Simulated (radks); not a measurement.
Atomic carbon (C) in the configuration [He] 2s2 2p2 (high spin). Level of theory: scalar-relativistic Kohn-Sham, AM05, spin-polarised, spherical densities, finite nucleus. Computed with the in-house radial solver radks.

Wanted: the number of electrons inside radius r (solid) and the radial density 4πr²ρ (dashed).

The count levels off at 6 electrons. Half of them lie within 1.07 bohr, 90 % within 2.47 bohr and 99 % within 4.14 bohr. The radial density has a minimum at 0.626 bohr, where the count stands at 2.1; this parts the shells that the density resolves.

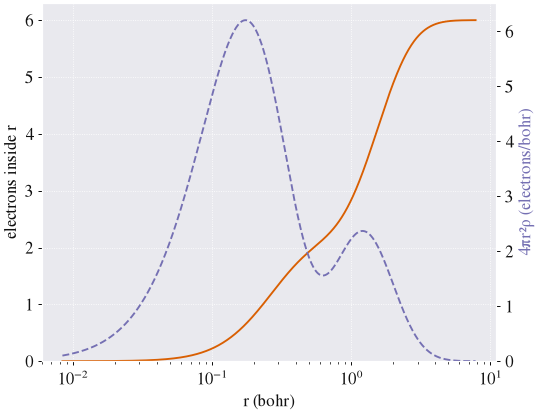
